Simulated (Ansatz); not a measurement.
The starting structures come from a database of crystals and need not be the phases stable at ambient conditions.

 Where the default PAW files enter, the runs use the earlier of Ansatz's two default sets.

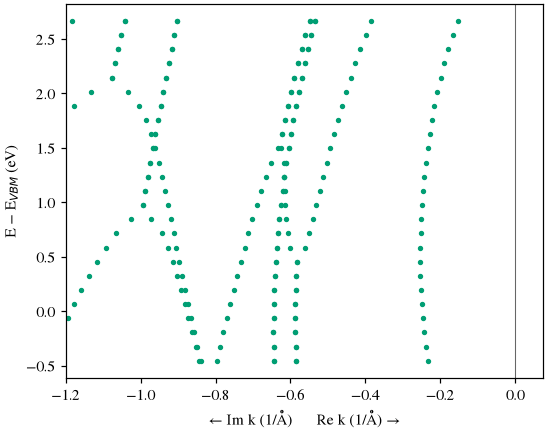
Fig. 1. Complex bands at the centre of the two-dimensional zone; Ansatz (a first-principles code) with r2SCAN

The gap is the functional's own. No spin-orbit coupling. Mid-gap values are interpolated on the energy grid.

Question: This is CsGeCl$_{3}$ (R3m, not sure to be the ambient phase, 5 atoms a cell, 32.6 Å³ an atom) along the normal of (101). Read off the slowest decay at the centre of the two-dimensional zone at 1.24 eV, the computed energy nearest the middle of the gap.

Answer: κ ≈ 0.24 1/Å, a decay length 1/(2κ) of the density of 2.1 Å.
